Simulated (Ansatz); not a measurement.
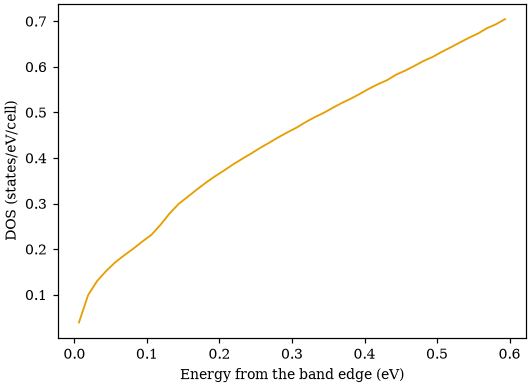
*Density of states of SiC (P6_3mc) below the valence band maximum, r2SCAN with spin-orbit coupling, rigid bands in Ansatz (a quantum-chemistry and plane-wave program); cell volume 41.4 Å³.*

Problem. What effective density of states at 300 K does this give (∫ g(E) exp(−E/k_BT) dE, both spins, divided by the cell's size)?

Solution. 6.1e19 cm⁻³, a density-of-states mass of 1.81 mₑ, valleys and band degeneracy included.

Geometry: cell and atoms relaxed with PBEsol.
